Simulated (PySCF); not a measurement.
SMILES [CH3][Al]([CH3])[CH2]C[Si](O)(O)O (C4H13AlO3Si) at its GFN2-xTB optimised geometry (Å):

```
22

Si     0.1941    -0.2340     0.0000
O      1.8213    -0.2340     0.0000
O     -0.4384     1.2792     0.0000
O     -0.2885    -0.8849    -1.4125
C     -0.3683    -1.2058     1.5287
C     -1.9071    -1.3203     1.6305
Al    -2.4004    -2.1957     3.3691
C     -1.0253    -2.4075     4.8003
C     -4.2649    -2.8419     3.6621
H      2.2812    -0.2262    -0.8350
H     -0.2036     1.8815     0.6989
H     -1.1960    -0.7662    -1.6761
H      0.0610    -2.2091     1.5133
H      0.0174    -0.7348     2.4366
H     -2.3468    -0.3186     1.5224
H     -2.2812    -1.8815     0.7631
H     -0.1120    -2.9040     4.4567
H     -0.7050    -1.4551     5.2363
H     -1.4203    -3.0086     5.6270
H     -4.6936    -2.4428     4.5876
H     -4.9438    -2.5572     2.8510
H     -4.3231    -3.9320     3.7504
```

Computed with PySCF 2.14.0 with CAM-B3LYP/def2-SVP. Cells within 0.4 Å of a nucleus heavier than hydrogen are left out (blank, or x).

Map of the log10 of the electron density (e/bohr³), floored at −4 on the plane z = 1.2 Å:

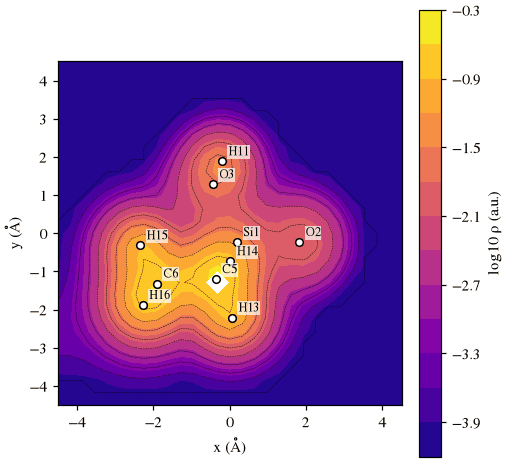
Log10 of the electron density (e/bohr³), floored at −4 on the plane z = 1.2 Å.
